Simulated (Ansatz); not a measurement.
```
Be B
1.0
     3.23718    0.00000    0.00000
    -1.61859    2.80348    0.00000
     0.00000    0.00000    4.78544
Be B
2 3
Direct
  0.33333 0.66667 0.00000
  0.66667 0.33333 0.00000
  0.33333 0.66667 0.50000
  0.66667 0.33333 0.50000
  0.00000 0.00000 0.00000
```

Space group P6/mmm; a structure generated by program, which may or may not match a known phase; computed without spin polarisation.

Method: DFT PBE, scalar-relativistic, plane waves, PAW (Ansatz 0.2.0).

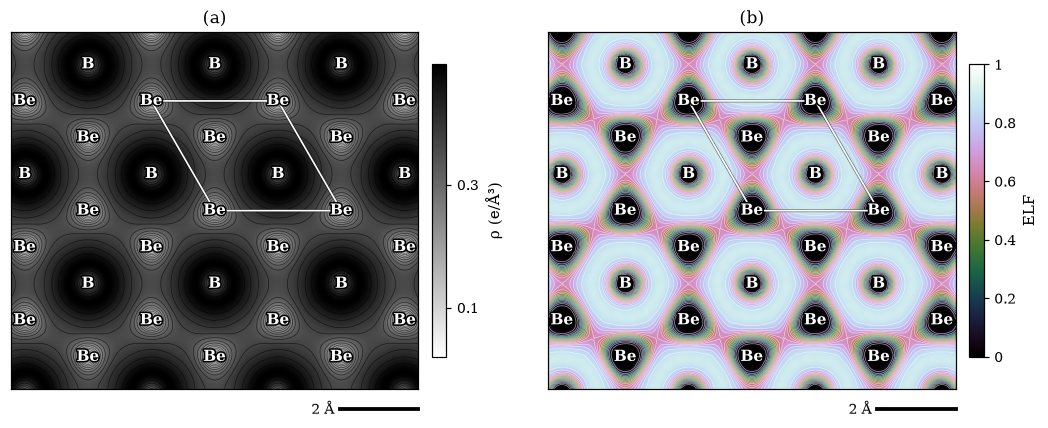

Be2B3. (a) valence electron density; (b) electron localisation function on the (001) plane of the conventional cell.

Core electrons are frozen (PAW), and the valence fields are smoothed inside the atomic spheres.

Q: Read the bonding off the picture.

A:
- The plane passes through Be and B nuclei.
- Be–B (1.87 Å): the density is about 0.62 e/Å³ at the midpoint; the ELF peaks at about 0.90 between the atoms.
- Be–Be (1.87 Å): ρ is about 0.41 e/Å³ halfway; the ELF peaks at about 0.65 between the atoms.
- Between the atoms the lowest density in this plane is 0.4 e/Å³.
